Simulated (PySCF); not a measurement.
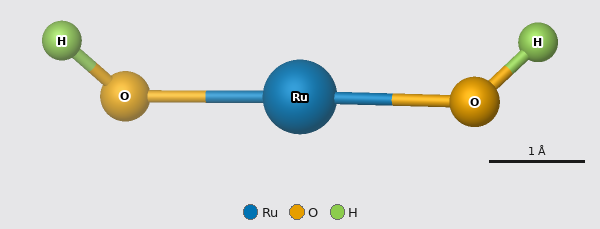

*The structure (ball-and-stick view, seen on its broad side). Sticks mark near contacts.*

## Frequency calculation, with input and output: RuH2O2

RuH2O2, multiplicity 5, computed with UKS-based PBE0, Ru def2-TZVP with ECP28, O def2-TZVP, H def2-TZVP; non-relativistic Hamiltonian with a scalar-relativistic core potential; density fitting (PySCF 2.14.0).

Input
```python
from pyscf import gto, scf, dft
mol = gto.M(atom='''
Ru    -0.000000     0.004436    -0.000000
O     -0.120023     0.027188     1.893387
O      0.120023     0.027188    -1.893387
H     -0.624608    -0.581371     2.434850
H      0.624608    -0.581371    -2.434850''',
    basis={'Ru': 'def2-TZVP', 'O': 'def2-TZVP', 'H': 'def2-TZVP'},
    ecp={'Ru': 'def2-TZVP'},
    charge=0, spin=4)
mf = dft.UKS(mol, xc='PBE0')
mf.grids.atom_grid = (75, 302)
aux = {'Ru': 'def2-universal-JKFIT', 'O': 'def2-universal-JKFIT', 'H': 'def2-universal-JKFIT'}
mf = mf.density_fit(auxbasis=aux)
mf.conv_tol = 1e-09
mf.diis_space = 10
mf.max_cycle = 60
mf.verbose = 4
mf.kernel()
```

The script is an equivalent of the set-up of the self-consistent field. The run itself was carried out by a driver, which started from the orbitals of the step before it where there was one and computed the further properties.

Command:
```bash
OMP_NUM_THREADS=4 python axn.py task.json out
```

Output
```
init E= -246.432967252221
  alpha nocc = 19  HOMO = -0.253030219365101  LUMO = 0.0239466219121185
  beta  nocc = 15  HOMO = -0.250804634984693  LUMO = -0.110448416690584
  HOMO = -0.250804634985  LUMO = -0.110448416691  gap/eV = 3.81929
cycle= 1 E= -246.432967252215  delta_E= 6.03e-12  |g|= 4.72e-06  |ddm|= 3.51e-06
  alpha nocc = 19  HOMO = -0.253030157738865  LUMO = 0.0239466375053668
  beta  nocc = 15  HOMO = -0.250804380716954  LUMO = -0.110448275797264
  HOMO = -0.250804380717  LUMO = -0.110448275797  gap/eV = 3.81928
Extra cycle  E= -246.432967252182  delta_E= 3.31e-11  |g|= 1.05e-05  |ddm|= 7.43e-06
converged SCF energy = -246.432967252182  <S^2> = 6.0067595  2S+1 = 5.0027031
```

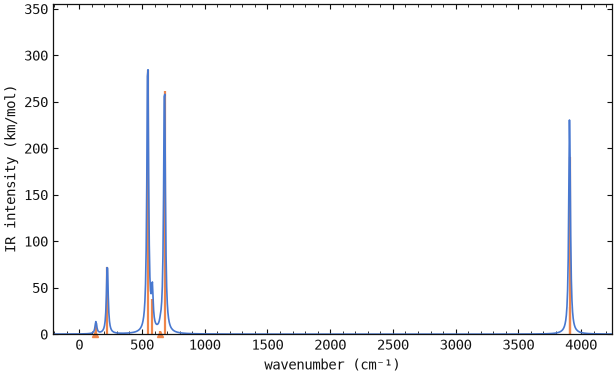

*Harmonic infrared spectrum, unscaled: sticks (degenerate modes added up, dark ones marked on the axis) with a Lorentzian envelope of 16 cm⁻¹ full width, scaled to the tallest stick.*

9 modes from 125 to 3909 cm⁻¹, none imaginary. The strongest line is at 546 cm⁻¹ (284 km/mol). All modes, in cm⁻¹ (km/mol): 125 (0.3), 133 (12.0), 223 (72), 546 (284), 582 (38), 646 (2.9), 679 (261), 3908 (190), 3909 (29).

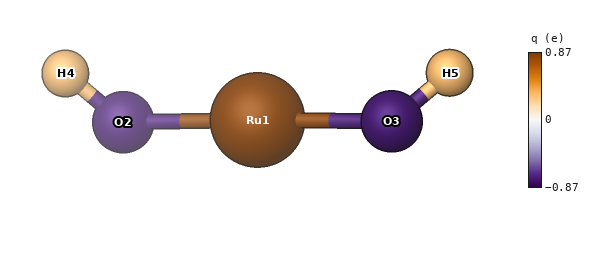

*Mulliken charges, as the colour of each atom (ball-and-stick view, seen at a tilt; atoms are numbered from 1 in the order of the input; Mulliken charges depend strongly on the basis).*

By element: Ru +0.83, O −0.75 and H +0.33 e.

Summary

- outcome: converged
- total energy: −246.432967 hartree
- ⟨S²⟩: 6.007
- zero-point energy: 0.024494 hartree
- dipole moment: 1.91 D
- wavenumbers, lowest and highest: 125 and 3909 cm⁻¹
- hardware: 4 threads of Arm Neoverse V1, 24 GiB of memory available, shared host
- wall time: 67 s (CPU time 3.5 min)
- peak memory: 1.5 GiB
